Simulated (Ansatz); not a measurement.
FH4NSi2 (SMILES F[SiH2]N[SiH])

The calculation's input:

```
crystal:
  periodic: [false, false, false]
  atoms:
    - {symbol: F, position_ang: [0.154009, 0.659391, 2.511820]}
    - {symbol: "N", position_ang: [1.388630, 1.916570, 0.373972]}
    - {symbol: Si, position_ang: [-0.111548, 1.582908, 1.197438]}
    - {symbol: Si, position_ang: [2.255939, 3.438528, 0.404223]}
    - {symbol: H, position_ang: [-1.016872, 0.803132, 0.317220]}
    - {symbol: H, position_ang: [-0.680141, 2.875808, 1.639822]}
    - {symbol: H, position_ang: [1.786435, 1.134137, -0.147016]}
    - {symbol: H, position_ang: [3.411805, 2.947579, -0.485699]}
basis:
  gaussian:
    orbitals: def2-TZVPD
hamiltonian:
  xc: {name: PBE0}
output: {forces: true, orbitals: {seedname: orbitals}}
```

Launched as:

```sh
ansatz run input.yaml --threads 2 --pin off --max-ram 4350MiB --events-out events.jsonl --progress --plain --runs-dir runs
```

Geometry: B3LYP-D3(BJ)/def2-SVP.

The calculation used isolated molecule in a Gaussian basis; Kohn-Sham density functional theory, functional PBE0 (Ansatz 0.2.0).

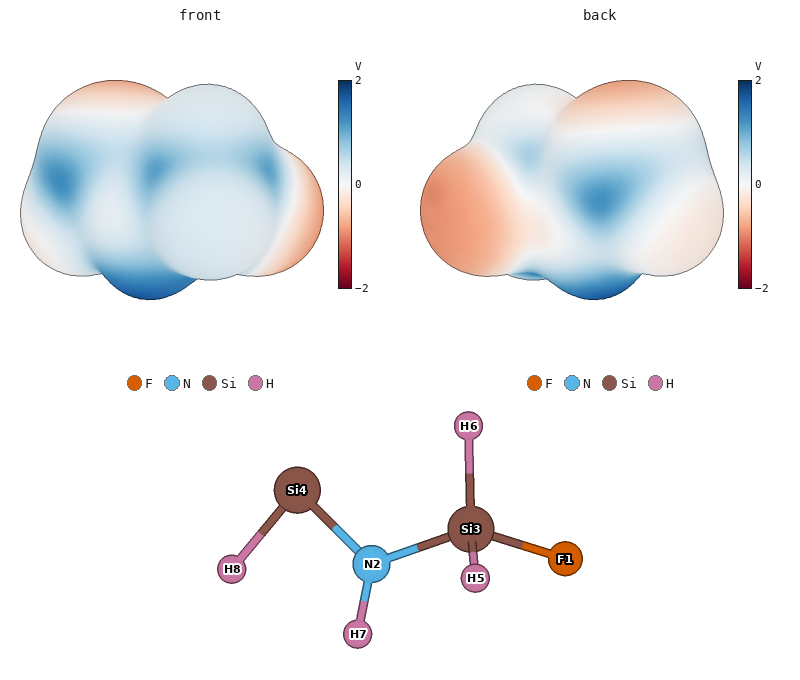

Figure 1. The molecular electrostatic potential painted on the density surface at 0.001 e/bohr³, seen from the front and from behind; red is negative and blue positive. The bare structure is drawn below in the same view.

Which sites attract a positive test charge, and which a negative one?

Answer. A positive charge is drawn to the negative regions and a negative charge to the positive ones. The most negative region (about −0.9 V, or −21 kcal/mol for a unit charge) lies over F1, the most positive (about +1.7 V, or +39 kcal/mol for a unit charge) over H7.

How polar is the molecule by this calculation?

Answer. Its dipole moment is 1.69 D.

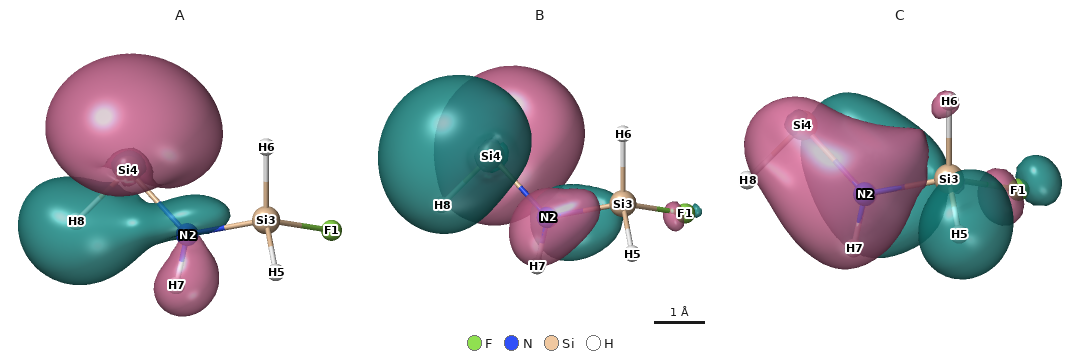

Figure 2. Three frontier orbitals at ±0.08 Å⁻³ᐟ² (teal and pink are the two phases), in no order.

Order the three orbitals by energy and name them.

Answer. C is the HOMO−1 (−9.05 eV). Its weight (Hirshfeld) is mainly on N2 (about 60 %), Si4 (about 15 %) and Si3 (about 10 %). A is the HOMO (−6.74 eV). It lies mainly on Si4 (about 75 %) and H8 (about 15 %). B is the LUMO (−2.13 eV). Its weight (Hirshfeld) is mainly on Si4 (about 80 %) and N2 (about 10 %).

What is the HOMO–LUMO gap?

Answer. 4.61 eV between the orbital energies.

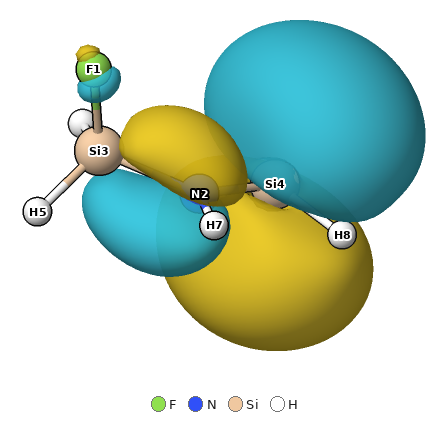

Figure 3. The LUMO at ±0.06 Å⁻³ᐟ² (yellow and cyan are the two phases), seen at an oblique angle.

Describe this orbital and give its energy.

Answer. By Hirshfeld shares it lies mainly on Si4 (about 80 %) and N2 (about 10 %). Its energy is −2.13 eV.
